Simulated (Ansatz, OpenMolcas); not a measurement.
## How methods differ on AlH2O (SMILES [O][AlH2])

AlH2O has 4 atoms, charge 0, and is taken as a doublet. SMILES: `[O][AlH2]`. The shape is that of a PBE0-D4/def2-TZVP optimisation.

Quantity: the vertical energy of the quartet above the doublet, in eV. The values are calculated.

| level | kind | program | value (eV) | CPU time (all runs) |
| --- | --- | --- | --- | --- |
| ROHF/def2-TZVPP | Hartree–Fock | OpenMolcas | 5.57 | 44 s |
| USVWN5/def2-TZVPP | LDA | OpenMolcas | 5.02 | 78 s |
| U-revPBE/def2-TZVPP | GGA | OpenMolcas | 4.93 | 1.9 min |
| UTPSS/def2-TZVPP | meta-GGA | OpenMolcas | 5.05 | 2.4 min |
| UM06-2X/def2-TZVPP | hybrid meta-GGA | OpenMolcas | 5.60 | 2.7 min |
| CASSCF(11,10)/def2-TZVPP | multireference | OpenMolcas | 6.62 | 1.7 min |
| FCI/STO-3G | exact in the basis | Ansatz | 6.87 | 1 s |

The values span 4.93 to 6.87 eV. High-level rows in very small sets aren't better than simpler rows in larger ones. Times are those of the runs behind each value, whatever else they computed, on shared processors of several kinds: orders of magnitude only.

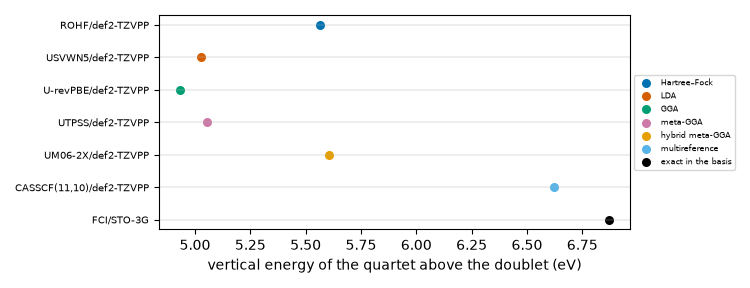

The values of the table, level by level.
